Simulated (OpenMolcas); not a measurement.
## A ladder of methods for BNH2 (SMILES B[N])

The species is BNH2 (4 atoms), meant as a triplet with charge 0. SMILES: `B[N]`. The shape is that of a GFN2-xTB optimisation.

```xyz
4

B    -0.0357    0.0066   -0.0239
N     1.0418   -0.1917    0.6977
H    -1.0569   -0.4740    0.3346
H     0.0509    0.6591   -1.0083
```

Quantity: the energy change with the B1–H4 bond stretched from 1.184 to 2.960 Å, in eV. The values are calculated.

```tsv
level	kind	program	value (eV)	less FCI/STO-3G	CPU time (all runs)
UHF/STO-3G	Hartree–Fock	OpenMolcas	4.15	+1.49	4.6 s
USVWN5/STO-3G	LDA	OpenMolcas	3.44	+0.78	13 s
UPBE/STO-3G	GGA	OpenMolcas	3.12	+0.46	13 s
U-r2SCAN/STO-3G	meta-GGA	OpenMolcas	3.44	+0.78	18 s
UB3LYP/STO-3G	global hybrid	OpenMolcas	3.57	+0.91	15 s
UM06-2X/STO-3G	hybrid meta-GGA	OpenMolcas	3.75	+1.09	19 s
FCI/STO-3G	exact in the basis	OpenMolcas	2.66	0.00	9.6 s
```

FCI/STO-3G is exact within its basis and frozen core, so for wave-function methods in that basis the difference is their error; functionals converge differently with the basis, so for them it is only a difference. The first shape isn't each level's own minimum. The values span 2.66 to 4.15 eV. Spin contamination of the reference (⟨S²⟩ at least 0.1 too high) touches UHF/STO-3G. All rows use very small basis sets, so even the best lies far from the true value. CPU times are rough (shared hosts, several kinds of processor): they show what a rung costs within a factor of a few.

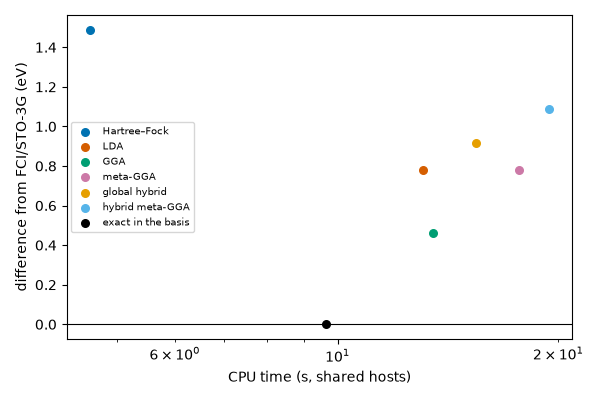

Difference from FCI/STO-3G against processor time, one point a level.
